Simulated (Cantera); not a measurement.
Input: 1 mol Si3N4, 0.0013 mol H2O, 46 mol H2, held at 1677 °C.

Equilibrium computed with Cantera from the NASA thermochemical tables; the gas is ideal and each condensed phase is pure. Candidate condensed phases: H2O, Si, SiO2, Si2N2O, Si3N4; 35 gas species. Mutual solubility and eutectic melting of coexisting phases are not modelled. The tables' values for SiN are old estimates; treat these amounts as uncertain. Gases not in the tables: Si2H6 and higher silanes. Kinetics and transport are ignored.

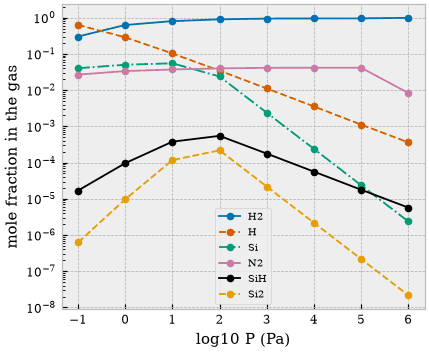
Figure: Equilibrium gas composition (values under 1e-9 drawn at 1e-9)

From 0.100 Pa to 10.0 Pa nothing is condensed. From 1.00 mbar to 1.00 bar the condensed part is Si(l). At 10.0 bar the condensed part is Si(l) + Si3N4(s). The main Si-bearing gas is Si at 0.100 Pa and SiH2 at 10.0 bar.
